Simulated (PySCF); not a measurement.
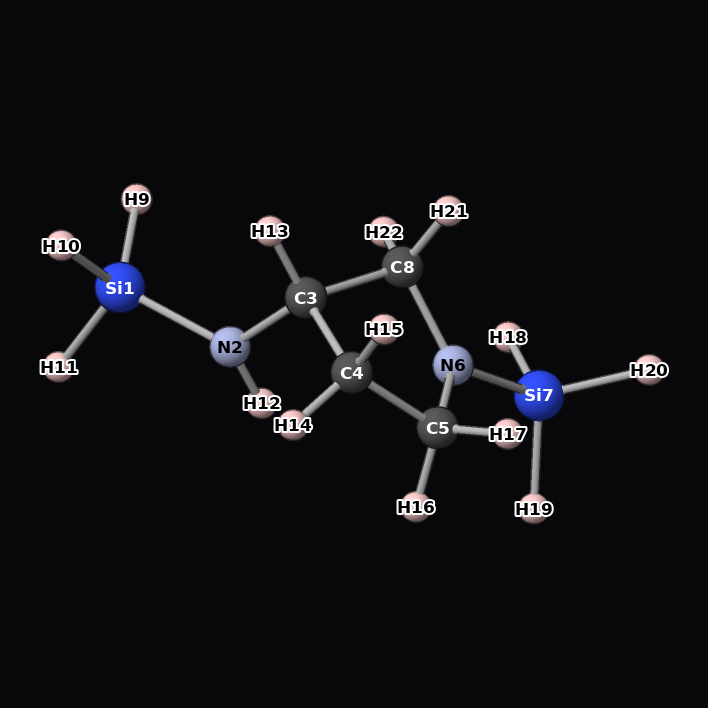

The questions are on isotropic NMR shieldings of the C atoms. The computed structure is the end point of a PBE0-D3(BJ)/def2-SVP optimisation. No frequency run is at hand to confirm it as a minimum. Level of theory: GIAO HF/pcSseg-1 NMR shielding, non-relativistic, gas phase (PySCF 2.14.0).

Give the isotropic NMR shieldings of the C atoms atom by atom.

| atom | σ (ppm) |
| --- | --- |
| C3 | 141.6 |
| C4 | 155.4 |
| C5 | 150.4 |
| C8 | 137.3 |
